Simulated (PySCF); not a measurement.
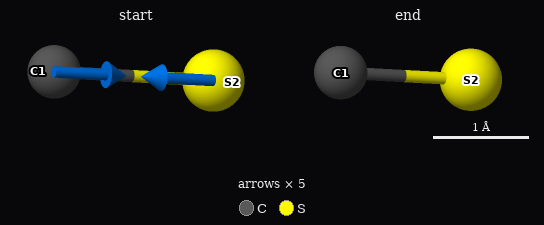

The structure of CS before (left) and after (right) a relaxation, at one scale. The blue arrows give the displacements, magnified 5 times.

Style: ball-and-stick. Shown at a tilt.

The start comes from MMFF94s. Its atoms were then displaced at random by about 0.03 Å.

Level of theory: PySCF, PBE0-D3(BJ)/def2-SVP geometry optimisation, gas phase. 

> Summarise the run.

Over 5 geometry steps the energy falls by 44.6 kcal/mol. The largest moves after the best rigid fit, 0.17 Å, are those of C1 and S2. Largest moves by element: C 0.17 Å, S 0.17 Å. Some distances before and after: C1–S2 1.878 → 1.535 Å.
